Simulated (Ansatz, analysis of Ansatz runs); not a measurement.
# How often does Li try the jump in Li5AuO4 (C2/m)?

Aim: the prefactor of a hop in Li5AuO4 (C2/m) (V_Li hop (2.7 Å), charge −1) from the modes of the moving atom at the start and at the top of a path found beforehand. Model: a cell of 80 host atoms with 1 Li taken out.

Program: Ansatz 0.2.0. Level of theory: plane-wave PAW DFT, PBEsol; finite-difference force constants of the moving atom alone. Results are calculated unless marked as measured.

### Step 1. Set-up

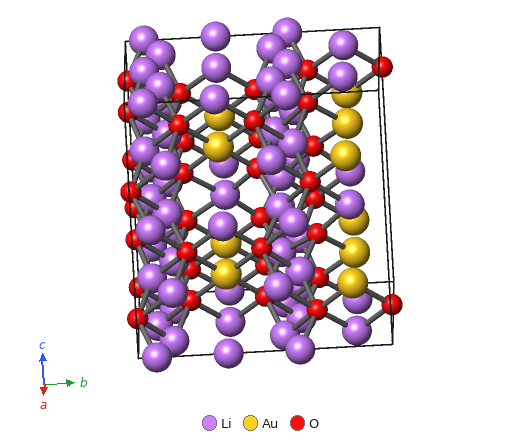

Start, viewed slightly off an axis; lithium purple, gold yellow, oxygen red. Bonds to atoms that aren't drawn are left out. Some periodic images of atoms are drawn too.

The cell holds 79 atoms: 39 Li, 8 Au and 32 O. Its edges and angles: a = 9.403 Å, b = 9.404 Å, c = 9.396 Å, α = 90.0°, β = 102.9°, γ = 90.0°. It derives from Li5AuO4 (space group C2/m). Nearest the centre at fractional (0.500, 0.141, 0.500): Li68 at 1.25 Å, O20 at 1.51 Å, O76 at 1.52 Å, Li26 at 2.33 Å, Li65 at 2.33 Å, Li47 at 2.34 Å, Li66 at 2.34 Å, O55 at 2.90 Å. The cell carries charge −1.

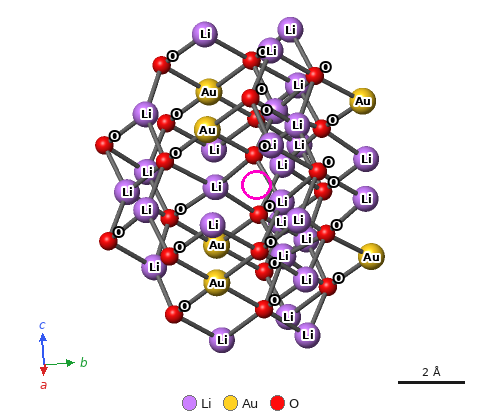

The atoms within 5 Å of the centre. A ring marks the centre wherever it is empty.

The cell's shortest repeat is 9.4 Å.

### Step 2. Vibrations of the moving atom at the start point

Harmonic transition-state theory takes the prefactor from the modes at the minimum and at the top. Only the moving atom is displaced, by 0.02 Å, which takes six displaced runs and a reference; the host's atoms are held.

Input file qm1.start.modes/input.yaml:

```yaml
crystal:
  lattice:
    - [9.40268524, 0.0, -0.02548652]
    - [0.0, 9.40405317, 0.0]
    - [-2.07562506, 0.0, 9.16358709]
  atoms:
    - { symbol: Li, position: [-8.647e-05, 0.7903751, 0.24960294] }
    - { symbol: Li, position: [0.25494692, 0.2903354, 0.25307695] }
    - { symbol: Li, position: [0.00014616, 0.278222, 0.00016286] }
    - { symbol: Li, position: [0.24916458, 0.78176029, 0.00066709] }
    - { symbol: Li, position: [0.00014736, 0.71445206, 0.00017321] }
    - { symbol: Li, position: [0.25211983, 0.2167775, 0.00305079] }
    - { symbol: Li, position: [0.00374148, 0.20602201, 0.25141512] }
    - { symbol: Li, position: [0.24925943, 0.70647968, 0.25019646] }
    - { symbol: Li, position: [0.00016254, -0.0036173, 0.00027398] }
    - { symbol: Li, position: [0.25090112, 0.49967607, 0.00030632] }
    - { symbol: Au, position: [0.00117934, 0.49829438, 0.24995389] }
    - { symbol: Au, position: [0.24915472, -0.00337177, 0.24885857] }
    - { symbol: O, position: [0.12487606, 0.84864352, 0.12376952] }
    - { symbol: O, position: [0.37990416, 0.35401962, 0.1253553] }
    - { symbol: O, position: [0.12366407, 0.35123508, 0.37435153] }
    - { symbol: O, position: [0.37102102, 0.85066135, 0.37540618] }
    - { symbol: O, position: [0.12859219, 0.14520572, 0.12440287] }
    - { symbol: O, position: [0.37514267, 0.64938368, 0.124365] }
    - { symbol: O, position: [0.12174488, 0.64602526, 0.37613858] }
    - { symbol: O, position: [0.37082523, 0.14194957, 0.37093807] }
    - { symbol: Li, position: [0.00044702, 0.79038689, 0.75080929] }
    - { symbol: Li, position: [0.24490578, 0.29035622, 0.75439677] }
    - { symbol: Li, position: [0.00023772, 0.28033402, 0.50024999] }
    - { symbol: Li, position: [0.25026316, 0.78295475, 0.50089456] }
    - { symbol: Li, position: [0.00021888, 0.71736509, 0.50028499] }
    - { symbol: Li, position: [0.26781404, 0.22557868, 0.50388803] }
    - { symbol: Li, position: [-0.00349728, 0.20597816, 0.74889175] }
    - { symbol: Li, position: [0.25032936, 0.70780778, 0.75063416] }
    - { symbol: Li, position: [2.886e-05, 0.00110818, 0.50021872] }
    - { symbol: Li, position: [0.2509646, 0.49956148, 0.50342319] }
    - { symbol: Au, position: [-0.000902, 0.49835643, 0.75045177] }
    - { symbol: Au, position: [0.24988162, -0.00033674, 0.75033881] }
    - { symbol: O, position: [0.12695269, 0.85232679, 0.6254699] }
    - { symbol: O, position: [0.36314421, 0.36247406, 0.63818188] }
    - { symbol: O, position: [0.11932767, 0.35091738, 0.8772253] }
    - { symbol: O, position: [0.37189511, 0.85259577, 0.87600916] }
    - { symbol: O, position: [0.12881886, 0.14696439, 0.62500384] }
    - { symbol: O, position: [0.37806673, 0.65154016, 0.62670148] }
    - { symbol: O, position: [0.12291435, 0.64536922, 0.87449502] }
    - { symbol: O, position: [0.37203033, 0.14650178, 0.87503412] }
    - { symbol: Li, position: [0.49873153, 0.79391788, 0.24971996] }
    - { symbol: Li, position: [0.75537757, 0.29040245, 0.24585533] }
    - { symbol: Li, position: [0.50023066, 0.28089596, 0.00025248] }
    - { symbol: Li, position: [0.75122294, 0.78180143, -0.00014575] }
    - { symbol: Li, position: [0.5001463, 0.71742284, 0.00019156] }
    - { symbol: Li, position: [0.74793382, 0.21666138, -0.00292832] }
    - { symbol: Li, position: [0.50530864, 0.21665945, 0.26392192] }
    - { symbol: Li, position: [0.74995603, 0.70787391, 0.24985883] }
    - { symbol: Li, position: [0.50016556, 0.00115229, 0.00028299] }
    - { symbol: Li, position: [0.74954968, 0.49951776, -1.274e-05] }
    - { symbol: Au, position: [0.50362441, 0.50342736, 0.24693807] }
    - { symbol: Au, position: [0.75040398, -0.00030305, 0.25010838] }
    - { symbol: O, position: [0.62842808, 0.85260801, 0.12436186] }
    - { symbol: O, position: [0.88093545, 0.35089241, 0.12299149] }
    - { symbol: O, position: [0.63709766, 0.36243331, 0.36205708] }
    - { symbol: O, position: [0.87326791, 0.85235825, 0.37493599] }
    - { symbol: O, position: [0.62836975, 0.14657185, 0.12539242] }
    - { symbol: O, position: [0.87742866, 0.64535461, 0.12594211] }
    - { symbol: O, position: [0.62230642, 0.65157941, 0.37374462] }
    - { symbol: O, position: [0.87150551, 0.14691812, 0.375463] }
    - { symbol: Li, position: [0.50163911, 0.79373949, 0.75081163] }
    - { symbol: Li, position: [0.74530163, 0.29024299, 0.74728058] }
    - { symbol: Li, position: [0.75020078, 0.78282028, 0.49973148] }
    - { symbol: Li, position: [0.50013337, 0.71907257, 0.50017227] }
    - { symbol: Li, position: [0.73236412, 0.22563752, 0.49636912] }
    - { symbol: Li, position: [0.49490478, 0.21652467, 0.73633809] }
    - { symbol: Li, position: [0.75103466, 0.70634515, 0.7502992] }
    - { symbol: Li, position: [0.50007951, 0.00842276, 0.50013872] }
    - { symbol: Li, position: [0.74926548, 0.49947943, 0.49681726] }
    - { symbol: Au, position: [0.496704, 0.503363, 0.75338427] }
    - { symbol: Au, position: [0.75123801, -0.00344999, 0.75150289] }
    - { symbol: O, position: [0.62923948, 0.85058891, 0.62508008] }
    - { symbol: O, position: [0.87650056, 0.35136684, 0.6260165] }
    - { symbol: O, position: [0.62037073, 0.3539377, 0.87491188] }
    - { symbol: O, position: [0.87544035, 0.84859082, 0.87663479] }
    - { symbol: O, position: [0.62952343, 0.14182925, 0.62939107] }
    - { symbol: O, position: [0.87859833, 0.64610987, 0.62431051] }
    - { symbol: O, position: [0.62526369, 0.64923992, 0.87611097] }
    - { symbol: O, position: [0.87175419, 0.14512056, 0.87602451] }
  symmetry: { detect: false }
total_charge: -1
basis:
  ecutwfc: 420
  xc_grid: 2
hamiltonian:
  xc: pbesol
kpoints:
  mp_grid: { grid: [1, 1, 1], shift: [0.25, 0.25, 0.25] }
scf:
  occupations: { method: fixed }
  max_iter: 100
phonons:
  supercell: [1, 1, 1]
  displaced_sites: [67]
  amplitude: 0.02
```

Launch:

```
ansatz run input.yaml --threads 4 --pin off --max-ram 14131MiB --backend cpu --events-out ev --progress --plain --runs-dir out
```

Numbers of over 12 decimals in the logs are rounded to 6 here.

The program printed:

```text
[... repeated set-up lines and file paths are left out, and long positions are rounded to six places ...]
Engine: ansatz 0.2.0, aarch64-unknown-linux-gnu
Pseudopotentials: kind: paw
Pseudopotential: Li, paw, valence charge 3, recommended cutoff 420 eV (normal), Li.paw.azcp
Pseudopotential: Au, paw, valence charge 19, recommended cutoff 420 eV (normal), Au.paw.azcp
Pseudopotential: O, paw, valence charge 6, recommended cutoff 420 eV (normal), O.paw.azcp
Functional definition: PBEsol
  exchange = pbesol_x
  correlation = pbesol_c
Crystal: 79 atoms, lattice volume = 809.778 Å³
Basis set: ecut = 420 eV, 15817 PW (Γ), exchange–correlation on 128×128×128 points (8 copies of the dense FFT grid, shifted against one another)
Bands: 310, of which v1, the nominal top of the filled ones, is band 231 counted from 1 (230 counted from 0)
Symmetry: 1 space group operations
k-points: 1
Non-local potential: Li, projectors of the file, l = 0: 3, l = 1: 2, l = 2: 1
Non-local potential: Au, projectors of the file, l = 0: 3, l = 1: 2, l = 2: 2, l = 3: 1
Non-local potential: O, projectors of the file, l = 0: 2, l = 1: 2, l = 2: 1
PAW form: soft (Blöchl's): semilocal exchange-correlation on the pseudo side does not see the compensation charge
PAW frozen core: Au, regenerated for the run's functional, and the local potential with it (the file was generated under x = pbe(κ = 0.804, μ = 0.219515), c = pbe(β = 0.066725))
PAW frozen core: O, regenerated for the run's functional, and the local potential with it (the file was generated under x = pbe(κ = 0.804, μ = 0.219515), c = pbe(β = 0.066725))
PAW one-centre angular grid: Li, 110 points (default); XC on 64 Gauss nodes
PAW one-centre angular grid: Au, 590 points (default); XC on 64 Gauss nodes
PAW one-centre angular grid: O, 110 points (default); XC on 64 Gauss nodes
Initial density: superposition of atomic densities (neutral atoms scaled as one to the charged cell's electrons: chi_scale 0, normalization atom), corrected by the library's trained network
Initial wavefunctions: pseudopotential atomic-orbital guess
Functional: x = pbesol(κ = 0.804, μ = 0.123457), c = pbesol(β = 0.046)
SCF iter   1: F=—  HF=-129955.959981 eV  |F-HF|=—  |Δ(HF+E_count)|=         —  Δρ=1.68e-2  dr2=1.82e0  ethr=1.77e-3  ⟨swp⟩=5.0  Hψ=969  notcnv=0  defer=74
preconditioner: auto → Resta (q_TF=auto, 2.485 Å⁻¹)  ε∞=4.0  [insulator: Δε(μ)=2.568 eV  Ē_g=13.526 eV  n_scr=218 (ndim 8)  ℏωp=23.3 eV  f_vac=0.088  ε∞_Penn≈4.0]
SCF iter   2: F=—  HF=-129955.449568 eV  |F-HF|=—  |Δ(HF+E_count)|=   5.10e-1  Δρ=3.49e-3  dr2=8.08e-2  ethr=3.94e-4  ⟨swp⟩=2.0  Hψ=450  notcnv=0  defer=74
SCF iter   3: F=—  HF=-129955.437113 eV  |F-HF|=—  |Δ(HF+E_count)|=   1.25e-2  Δρ=1.47e-3  dr2=1.68e-2  ethr=1.75e-5  ⟨swp⟩=2.0  Hψ=369  notcnv=0  defer=77
SCF iter   4: F=—  HF=-129955.436305 eV  |F-HF|=—  |Δ(HF+E_count)|=   8.08e-4  Δρ=6.49e-4  dr2=3.50e-3  ethr=3.64e-6  ⟨swp⟩=2.0  Hψ=349  notcnv=0  defer=77
SCF iter   5: F=—  HF=-129955.436833 eV  |F-HF|=—  |Δ(HF+E_count)|=   5.28e-4  Δρ=1.57e-4  dr2=3.35e-4  ethr=7.58e-7  ⟨swp⟩=3.0  Hψ=499  notcnv=0  defer=71
SCF iter   6: F=—  HF=-129955.436945 eV  |F-HF|=—  |Δ(HF+E_count)|=   1.13e-4  Δρ=1.87e-4  dr2=2.67e-4  ethr=7.25e-8  ⟨swp⟩=2.0  Hψ=399  notcnv=0  defer=71
SCF iter   7: F=—  HF=-129955.436911 eV  |F-HF|=—  |Δ(HF+E_count)|=   3.42e-5  Δρ=3.88e-5  dr2=1.22e-5  ethr=5.79e-8  ⟨swp⟩=2.0  Hψ=399  notcnv=0  defer=71
SCF iter   8: F=—  HF=-129955.438616 eV  |F-HF|=—  |Δ(HF+E_count)|=   1.71e-3  Δρ=1.95e-5  dr2=2.78e-6  ethr=2.63e-9  ⟨swp⟩=2.0  Hψ=399  notcnv=0  defer=71
SCF iter   9: F=—  HF=-129955.438616 eV  |F-HF|=—  |Δ(HF+E_count)|=   1.08e-7  Δρ=5.97e-6  dr2=2.61e-7  ethr=6.03e-10  ⟨swp⟩=2.0  Hψ=387  notcnv=0  defer=71
SCF iter  10: F=—  HF=-129955.438616 eV  |F-HF|=—  |Δ(HF+E_count)|=   1.32e-7  Δρ=2.67e-6  dr2=6.18e-8  ethr=5.65e-11  ⟨swp⟩=2.0  Hψ=370  notcnv=0  defer=71
[...]
SCF 1 converged in 13 iterations: F = -129955.438616 eV  dr2 = 5.54e-10
  greatest PAW one-centre occupation: 1.001 electrons in one spin orbital (limit 2), on the Au atom at site 31 (counted from 0), in its partial waves of l = 0
Initial density: handed on by an earlier stage of this run
Initial wavefunctions: those handed on with the density
[...]
SCF 2 converged in 11 iterations: F = -129955.438017 eV  dr2 = 4.54e-11
[...]
SCF 3 converged in 7 iterations: F = -129955.437916 eV  dr2 = 3.87e-11
[...]
SCF 4 converged in 10 iterations: F = -129955.437783 eV  dr2 = 8.30e-11
[...]
SCF 5 converged in 8 iterations: F = -129955.437996 eV  dr2 = 6.33e-12
[...]
SCF iter  10: F=—  HF=-129955.437891 eV  |F-HF|=—  |Δ(HF+E_count)|=  7.71e-10  Δρ=1.10e-7  dr2=1.19e-10  ethr=1.00e-12  ⟨swp⟩=2.0  Hψ=333  notcnv=0  defer=70
SCF iter  11: F=-129955.437891 eV  HF=-129955.437891 eV  |F-HF|=2.91e-11  |Δ(HF+E_count)|=  1.16e-10  Δρ=7.67e-8  dr2=4.78e-11  ethr=1.00e-12  ⟨swp⟩=3.0  Hψ=775  notcnv=0
SCF 6 converged in 11 iterations: F = -129955.437891 eV  dr2 = 4.78e-11
iter 1 solved again at ethr=2.44e-10 eV; its pass at ethr=3.10e-3 eV (dr2=1.13e-6 eV) is discarded
SCF iter   1: F=—  HF=-129955.438025 eV  |F-HF|=—  |Δ(HF+E_count)|=         —  Δρ=2.38e-5  dr2=1.28e-6  ethr=2.44e-10  ⟨swp⟩=3.0  Hψ=886  notcnv=0  defer=71
SCF iter   2: F=—  HF=-129955.437787 eV  |F-HF|=—  |Δ(HF+E_count)|=   2.38e-4  Δρ=1.30e-5  dr2=4.05e-7  ethr=2.44e-10  ⟨swp⟩=2.0  Hψ=438  notcnv=0  defer=71
SCF iter   3: F=—  HF=-129955.437788 eV  |F-HF|=—  |Δ(HF+E_count)|=   8.84e-7  Δρ=6.65e-6  dr2=3.33e-7  ethr=8.76e-11  ⟨swp⟩=2.0  Hψ=413  notcnv=0  defer=71
SCF iter   4: F=—  HF=-129955.437788 eV  |F-HF|=—  |Δ(HF+E_count)|=   4.83e-8  Δρ=9.88e-7  dr2=4.42e-9  ethr=7.21e-11  ⟨swp⟩=2.0  Hψ=412  notcnv=0  defer=71
SCF iter   5: F=—  HF=-129955.437788 eV  |F-HF|=—  |Δ(HF+E_count)|=   2.39e-9  Δρ=4.97e-7  dr2=1.12e-9  ethr=1.00e-12  ⟨swp⟩=2.0  Hψ=412  notcnv=0  defer=71
SCF iter   6: F=—  HF=-129955.437788 eV  |F-HF|=—  |Δ(HF+E_count)|=   1.28e-9  Δρ=2.34e-7  dr2=4.19e-10  ethr=1.00e-12  ⟨swp⟩=2.0  Hψ=412  notcnv=0  defer=71
SCF iter   7: F=-129955.437788 eV  HF=-129955.437788 eV  |F-HF|=0.00e0  |Δ(HF+E_count)|=  1.02e-10  Δρ=8.15e-8  dr2=4.77e-11  ethr=1.00e-12  ⟨swp⟩=3.0  Hψ=887  notcnv=0
SCF 7 converged in 7 iterations: F = -129955.437788 eV  dr2 = 4.77e-11
SCF converged after 13 iterations
Free energy (F): -129955.438616 eV
Harris-Foulkes:  -129955.438616 eV  (|F-HF|=2.04e-10)
Internal energy: -129955.438616 eV  (E = F + TS)
E sigma→0 (E₀):  -129955.438616 eV
Fermi energy:    5.302500 eV
--- Per-component energies (eV) ---
  E_band       = -7025.017556
  E_kinetic    = 11323.913842
  E_local      = -41231.659116  (includes V_loc(G=0)·N_el)
  E_nonlocal   = 871.941197
  E_hartree    = 16130.032795
  E_xc         = -4591.757150
  E_vxc        = -5770.515794  (∫ρ·V_xc dr)
  E_paw        = -82148.231726  (= ΣΔE_a)
  E_vpaw       = -4478.856633  (= ΣTr[D̂ρ^β])
  E_aug_tail   = 0.092149  (compensation charges beyond the density's cutoff)
  E_ewald      = -30313.375653
  E_core_change = 3.605046  (= ΣΔE_core)
  E_smearing   = -0.000000  (= −TS)
  E_closure    = -0.000000  (closes the sum)
  E_deformation_potential = -16.058829  (in the stress; not in F)
  Σ components = -129955.438616   (vs F -129955.438616, Δ=0.00e0)
--- Forces (eV/Å), atoms counted from 1 ---
  atom   1  Li    -0.00510895     0.00032318     0.00206812
  atom   2  Li    -0.00258937    -0.00049667    -0.00416220
  [... 13 atoms left out ...]
  atom  16  O      0.00369076    -0.00358605    -0.00771129
  [... 3 atoms left out ...]
  atom  20  O      0.00445954     0.00644272     0.00326752
  [... 5 atoms left out ...]
  atom  26  Li     0.00358973     0.00177175    -0.00193807
  [... 7 atoms left out ...]
  atom  34  O     -0.01737538    -0.01356928     0.00459192
  [... 12 atoms left out ...]
  atom  47  Li    -0.00492636    -0.00817808    -0.00086995
  [... 7 atoms left out ...]
  atom  55  O      0.01456232    -0.01128552    -0.00555255
  [... 9 atoms left out ...]
  atom  65  Li    -0.00466398     0.00005905     0.00170915
  atom  66  Li     0.00736399    -0.00561062     0.00249172
  [... 1 atom left out ...]
  atom  68  Li     0.00251620    -0.00531787     0.00259055
  [... 7 atoms left out ...]
  atom  76  O     -0.00156636     0.00775981     0.00212796
  [... 3 atoms left out ...]
  max |Σ_I F_I| component: 2.91e-6 eV/Å
--- Band table (eV) ---
  k-point 0: bands = ["-100.3073", "-100.3066", "-100.2924", "-100.2920", [... 302 left out ...] "17.2438", "17.5251", "17.5754", "17.6077"]
--- Phonons: 6 displaced members + reference (amplitude 0.02 Å, Σ member SCF iterations 54) ---
  symmetry images taken by strict's conditions (phonons.symmetry_images: auto; settled by no image being taken that strict refuses)
  force constants formed among 1 of 79 sites (Li 67); the other 78 at rest. The modes move the named sites alone.
  the frequencies, the zero-point energy and the sums are of the block with the acoustic sum rule laid on its rows. Row sums over every site: 2.7e-4 eV/Å² at the most
  transpose residual: 4.0e-4 eV/Å²
  largest component of a force at the reference: 5.3e-3 eV/Å on a named site, 1.8e-2 eV/Å on a site at rest
  frequencies among the named sites at Γ of the cell (cm⁻¹): 313.92 377.35 425.23
  unstable modes among the named sites: 0
  frequencies as built, with no sum rule (cm⁻¹): 313.92 377.35 425.24
  zero-point energy: 0.069214 eV/cell   skipped modes (ω ≤ 0): 0
  not written: the harmonic force-constant file, the file of eigenvectors (these modes' are written with the force constants), the density of states and the dispersion, which are of every site
```

Wall time 1.8 min (4 threads of Arm Neoverse V1, shared host); peak memory 1.6 GiB; 7 min of CPU time.

This step gave:

```
free energy                : -129955.4386 eV
frequencies of moving atom : 313.9, 377.3, 425.2 cm⁻¹ (negative: imaginary)
```

The three modes are 314, 377 and 425 cm⁻¹: all real, a minimum for this atom with the others held.

(Continued in part 2 of 2.)

[Logs are printed without paths, hosts, clocks, repeated set-up lines and the standing remarks that a program may print on its own settings, such as how far it seeks lower states.]

[Hosts, paths, dates, database ids (printed as entryN), source tags and the programs' standing remarks are cut or masked in the printed files.]
